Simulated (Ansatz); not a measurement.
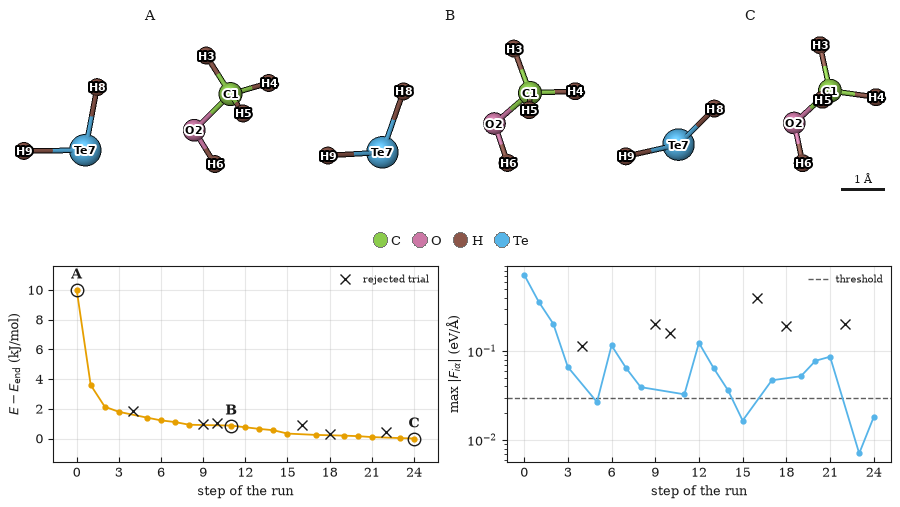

Frames of a relaxation of CH$_{6}$OTe (coarse preliminary run), marked on the history of the run. Style: ball-and-stick. Shown at a tilt.

Computed with RKS PBE-D4/def2-SVP (Ansatz).

The input:
```yaml
crystal:
  periodic: [false, false, false]
  atoms:
    - {symbol: C, position_ang: [0.057100, 0.474800, -1.344300]}
    - {symbol: O, position_ang: [-0.495600, -0.670100, -0.734800]}
    - {symbol: H, position_ang: [-0.314000, 1.330700, -0.783400]}
    - {symbol: H, position_ang: [-0.260000, 0.563600, -2.388900]}
    - {symbol: H, position_ang: [1.151500, 0.465500, -1.296500]}
    - {symbol: H, position_ang: [-0.237200, -1.451500, -1.236500]}
    - {symbol: Te, position_ang: [-0.074600, -0.847000, 2.092100]}
    - {symbol: H, position_ang: [-0.021000, 0.793700, 1.970600]}
    - {symbol: H, position_ang: [0.193900, -0.659800, 3.721700]}
basis:
  gaussian: {orbitals: def2-SVP}
hamiltonian: {xc: pbe, dispersion: d4}
relax: {f_tol: 0.03, max_steps: 250}
```

Run as
```bash
ansatz run in.yaml --threads 4 --pin off --events-out ev --progress --plain --max-ram 9574MiB
```

Describe the path.

Answer. The atom that moves furthest after the best rigid fit is H8 (0.71 Å). By element the largest moves are H 0.71 Å, Te 0.31 Å, O 0.25 Å, C 0.10 Å. Among the contacts that change: O2–Te7 2.864 → 2.994 Å, Te7–H8 1.646 → 1.681 Å, Te7–H9 1.662 → 1.693 Å, C1–H5 1.095 → 1.117 Å. After 18 accepted moves (24 points after the start) the energy has fallen by 10.0 kJ/mol. The largest force component goes from 0.72 to 0.018 eV/Å. The line search rejected the trial steps at points 4, 9, 10, 16, 18, 22 of the run. The forces were under the threshold at step 5, but the run went on from there. From step 0 to 11: H5 moves most (0.34 Å), energy −9.16 kJ/mol. From step 11 to 24: H8 moves most (0.58 Å), energy −0.87 kJ/mol.

```tsv
step	E − E(0), kJ/mol	largest force component, eV/Å	note
0	0.00	0.7226	
1	-6.43	0.3582	
2	-7.88	0.2024	
3	-8.23	0.0661	
4	-8.20	0.1133	rejected
5	-8.62	0.0267	
6	-8.81	0.1155	
7	-8.92	0.0643	
8	-9.10	0.0393	
9	-9.06	0.2020	rejected
10	-9.01	0.1603	rejected
11	-9.16	0.0326	
12	-9.27	0.1235	
13	-9.38	0.0646	
14	-9.47	0.0361	
15	-9.69	0.0165	
16	-9.12	0.3969	rejected
17	-9.78	0.0468	
18	-9.75	0.1896	rejected
19	-9.83	0.0521	
20	-9.87	0.0777	
21	-9.93	0.0863	
22	-9.56	0.1998	rejected
23	-10.00	0.0071	
24	-10.02	0.0181
```

Limits of the set-up: the start holds two separate molecules, 2.8 Å apart at their closest, whose relative position is a soft coordinate.
